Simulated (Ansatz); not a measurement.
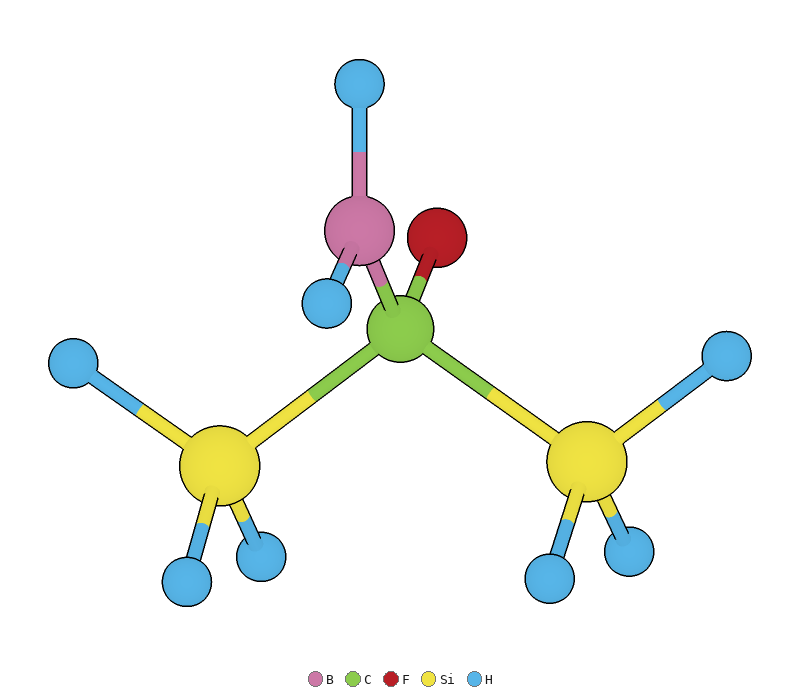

(Drawn from a calculation with Ansatz.)

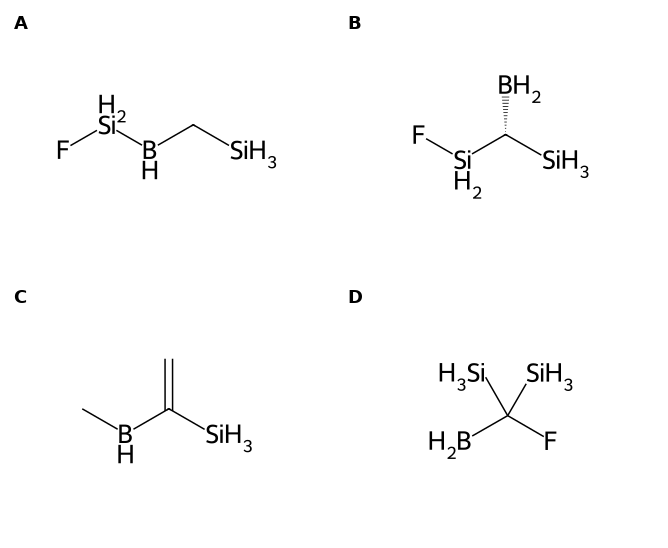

Which structural formula matches the 3D model?

Answer. D, `BC(F)([SiH3])[SiH3]`.
